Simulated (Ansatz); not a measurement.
# FNSi (SMILES N#[Si]F) (triplet): what the fields show

The calculation's input:

```
crystal:
  periodic: [false, false, false]
  atoms:
    - {symbol: F, position_ang: [-1.723939, -1.502947, -3.157084]}
    - {symbol: "N", position_ang: [-2.901833, 0.924107, -3.659896]}
    - {symbol: Si, position_ang: [-3.063904, -0.605230, -2.976838]}
basis:
  gaussian: {orbitals: def2-TZVPD}
magnetization: {spin_polarized: true, initial_magnetization: 2}
hamiltonian: {xc: pbe0}
output: {forces: true, orbitals: {seedname: orbitals}}
```

Command:

```sh
ansatz run input.yaml --threads 1 --pin off --max-ram 2610MiB --events-out events.jsonl --progress --plain --runs-dir runs
```

Geometry: PBE0-D3(BJ)/def2-SVP.

These are results of Ansatz, isolated molecule in a Gaussian basis; Kohn-Sham density functional theory, functional PBE0, not measurements.

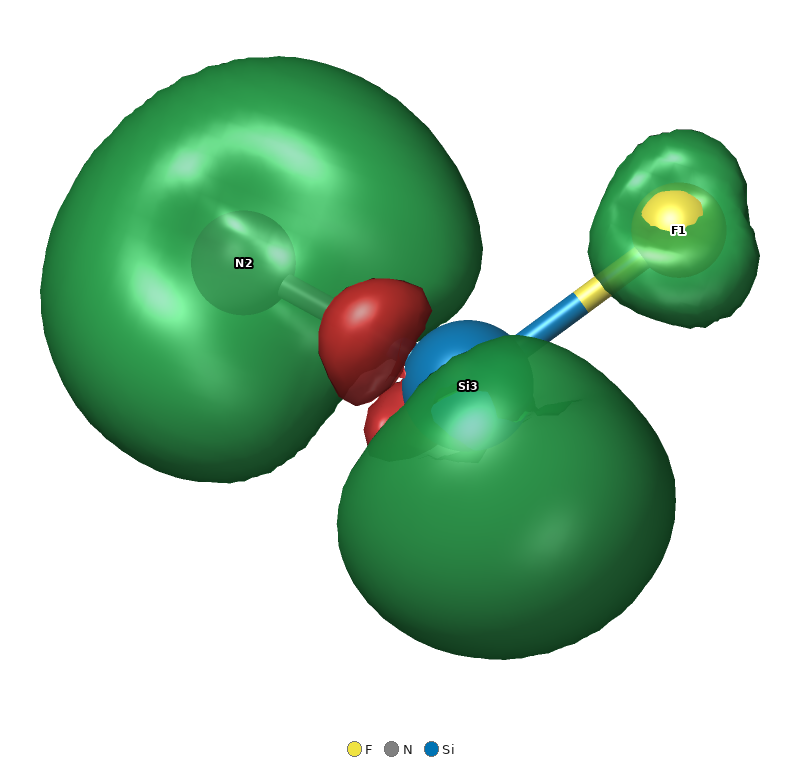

Figure 1. Isosurfaces of the spin density (α minus β) at +0.03 (green) and −0.03 e/Å³ (red), seen at a tilt.

Describe the spin distribution.

Answer. The unpaired spin (2 electrons) lies mostly on N2 (about 1.3) and Si3 (about 0.6), in electrons by Hirshfeld's partition.

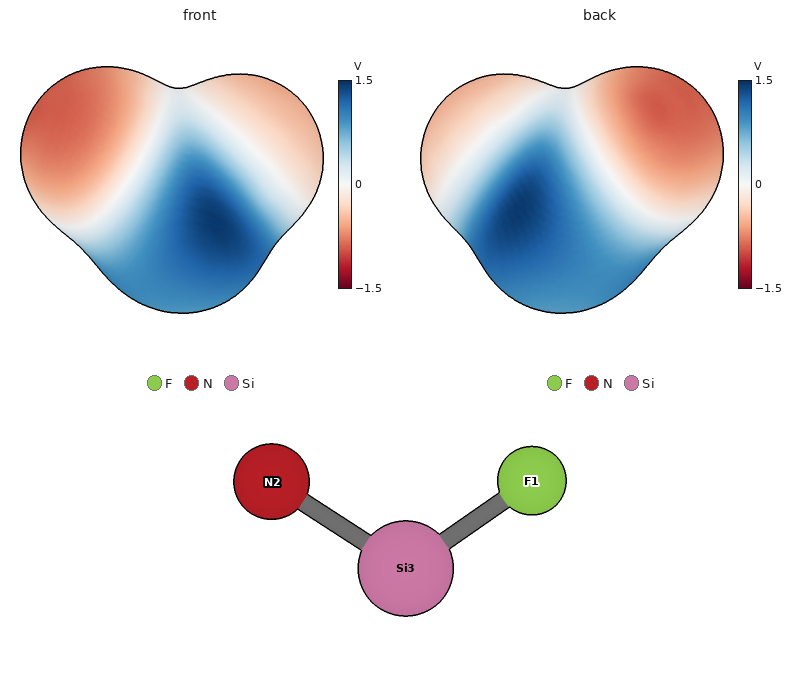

Figure 2. The electrostatic potential painted on the density surface at 0.001 e/bohr³, seen from the front and from behind; the colour scale runs from red (negative) to blue (positive). The bare structure is drawn below in the same view.

Where is the surface potential most negative and most positive?

Answer. The most negative region (about −0.9 V, or −21 kcal/mol for a unit charge) lies over N2, the most positive (about +1.4 V, or +32 kcal/mol for a unit charge) over Si3.

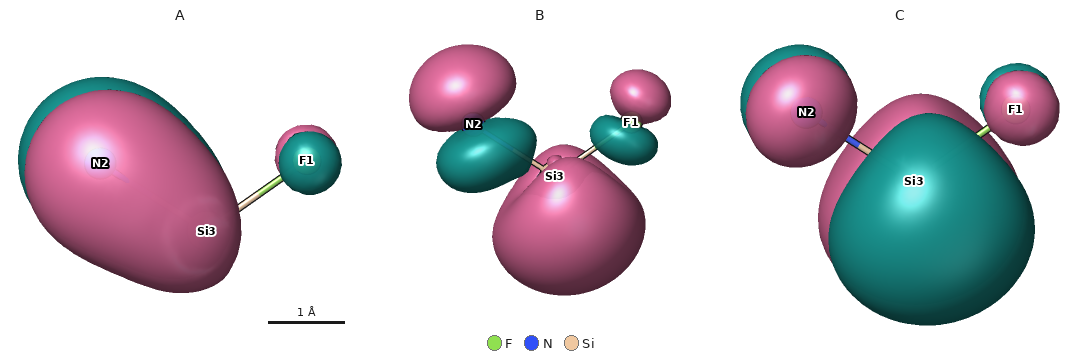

Figure 3. Three frontier orbitals at ±0.1 Å⁻³ᐟ² (teal and pink are the two phases), in no order.

Order the three orbitals by energy and name them. All are α orbitals.

Answer. A is the HOMO−1 (α) (−8.74 eV). By Hirshfeld shares it lies mainly on N2 (about 75 %) and Si3 (about 25 %); it changes sign across the molecular plane (π type); π-bonding across N2–Si3. B is the HOMO (α) (−8.28 eV). By Hirshfeld shares it lies mainly on Si3 (about 60 %), N2 (about 30 %) and F1 (about 10 %); it is symmetric in the molecular plane (an in-plane orbital: σ, lone-pair or in-plane π type). C is the LUMO (α) (−2.06 eV). By Hirshfeld shares it lies mainly on Si3 (about 80 %) and N2 (about 15 %); it changes sign across the molecular plane (π type).

What is the gap between the highest occupied and lowest empty α orbitals?

Answer. 6.22 eV between the orbital energies.
